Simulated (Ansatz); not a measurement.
Structure of Ca:

```yaml
crystal:
  lattice:
    - [5.45836, 0.00000, 0.00000]
    - [0.00000, 5.45836, 0.00000]
    - [0.00000, 0.00000, 5.45836]
  atoms:
    - { symbol: Ca, position: [0.00000, 0.00000, 0.00000] }
    - { symbol: Ca, position: [0.00000, 0.50000, 0.50000] }
    - { symbol: Ca, position: [0.50000, 0.00000, 0.50000] }
    - { symbol: Ca, position: [0.50000, 0.50000, 0.00000] }
```

Basis of the simulation: the input geometry of an electronic-structure calculation (not necessarily at equilibrium).

Q: Predict radii and indices of the first 4 visible rings (3 % of the strongest or more) for 120 kV electrons.

A:
```json
{"ring": "1", "radius": "3.17 nm⁻¹", "d (Å)": "3.15", "hkl": "111"}
{"ring": "2", "radius": "3.66 nm⁻¹", "d (Å)": "2.73", "hkl": "200"}
{"ring": "3", "radius": "5.18 nm⁻¹", "d (Å)": "1.930", "hkl": "220"}
{"ring": "4", "radius": "6.08 nm⁻¹", "d (Å)": "1.646", "hkl": "311"}
```

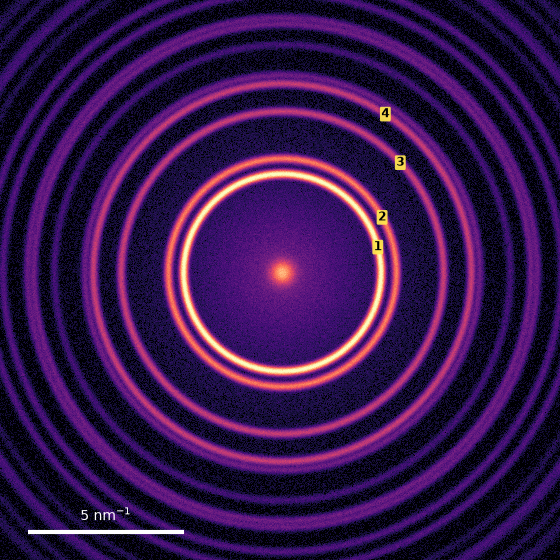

Simulated electron diffraction rings at 120 kV (λ = 0.0335 Å), scale in nm⁻¹ (radius = 1/d), for a fine-grained powder without texture. Kinematic intensities with B = 0.5 Å² for all atoms, without multiple scattering; brightness goes as intensity to the power 0.4, clipped at the top, with counting noise. Reflections closer than the ring width show as one ring. The numbers mark the rings of the table.
